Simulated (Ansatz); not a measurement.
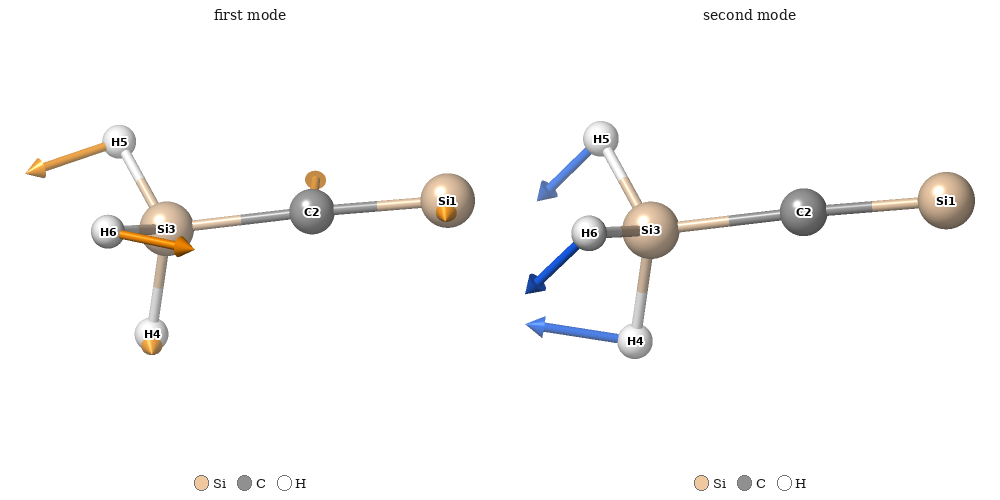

The system is CH₃Si₂, SMILES [Si]#C[SiH3], spin multiplicity 2; the picture shows the reference structure; its two panels give the patterns of the first and the second mode as arrows. Coordinates scanned: (1) normal mode 2 (150 cm⁻¹); (2) normal mode 6 (907 cm⁻¹). Nothing is relaxed (straight displacements along the two mass-weighted modes). Grid: 9 × 9 points. Energies are in eV, from the lowest grid point. Computed with Ansatz, UKS PBE0-D4/def2-TZVP.

Its coordinates:

```xyz
6

Si    0.7634   -2.5579    1.0948
C     0.3499   -1.0374    0.4722
Si   -0.1533    0.5700   -0.2321
H    -1.3796    0.3135   -1.0395
H     0.8938    1.1443   -1.1195
H    -0.4742    1.5675    0.8241
```

Range: normal mode 2 (150 cm⁻¹) from −1.331 to 1.331 amu½·Å; normal mode 6 (907 cm⁻¹) from −0.630 to 0.630 amu½·Å.

Question: What will the energy surface look like?

Answer: The lowest grid point is at normal mode 2 (150 cm⁻¹) = 0.000 amu½·Å, normal mode 6 (907 cm⁻¹) = 0.000 amu½·Å. It is the only kind of minimum in the scanned range. The highest grid point, normal mode 2 (150 cm⁻¹) = 1.331 amu½·Å, normal mode 6 (907 cm⁻¹) = 0.630 amu½·Å, lies 0.91 eV above the lowest.

| normal mode 6 (907 cm⁻¹) ↓, normal mode 2 (150 cm⁻¹) → | −1.331 | −0.998 | −0.665 | −0.333 | 0.000 | 0.333 | 0.665 | 0.998 | 1.331 |
| --- | --- | --- | --- | --- | --- | --- | --- | --- | --- |
| 0.630 | 0.91 | 0.77 | 0.68 | 0.64 | 0.62 | 0.64 | 0.68 | 0.77 | 0.91 |
| 0.473 | 0.60 | 0.47 | 0.40 | 0.36 | 0.35 | 0.36 | 0.40 | 0.47 | 0.60 |
| 0.315 | 0.37 | 0.26 | 0.19 | 0.16 | 0.15 | 0.16 | 0.19 | 0.26 | 0.37 |
| 0.158 | 0.23 | 0.12 | 0.07 | 0.04 | 0.04 | 0.04 | 0.07 | 0.12 | 0.23 |
| 0.000 | 0.18 | 0.08 | 0.03 | 0.01 | 0.00 | 0.01 | 0.03 | 0.08 | 0.18 |
| −0.158 | 0.21 | 0.11 | 0.06 | 0.04 | 0.04 | 0.04 | 0.06 | 0.11 | 0.21 |
| −0.315 | 0.34 | 0.23 | 0.18 | 0.15 | 0.15 | 0.15 | 0.18 | 0.23 | 0.33 |
| −0.473 | 0.54 | 0.43 | 0.37 | 0.34 | 0.33 | 0.34 | 0.37 | 0.43 | 0.54 |
| −0.630 | 0.83 | 0.71 | 0.64 | 0.60 | 0.59 | 0.60 | 0.64 | 0.71 | 0.82 |

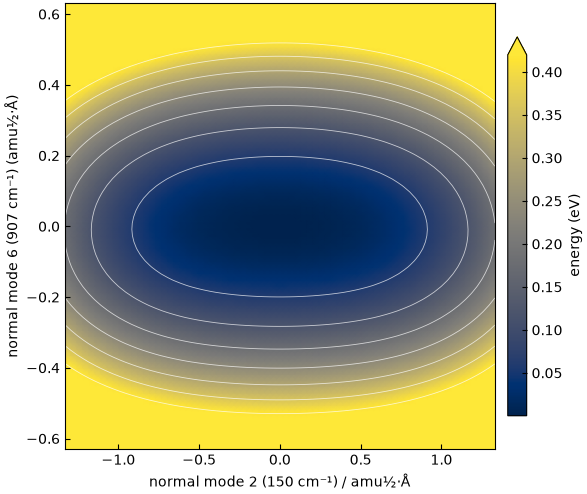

In the figure: a smooth colour map with a few white contour lines, one colour for all values above the top of the scale. Between grid points the surface is interpolated.

Each point was launched as `ansatz run input.yaml --threads 1 --pin off --max-ram 2560MiB --backend cpu --events-out ev --progress --plain --runs-dir out`. The whole map (81 points run) took 31 min on 1 thread of Arm Neoverse V2, with other jobs on the host.
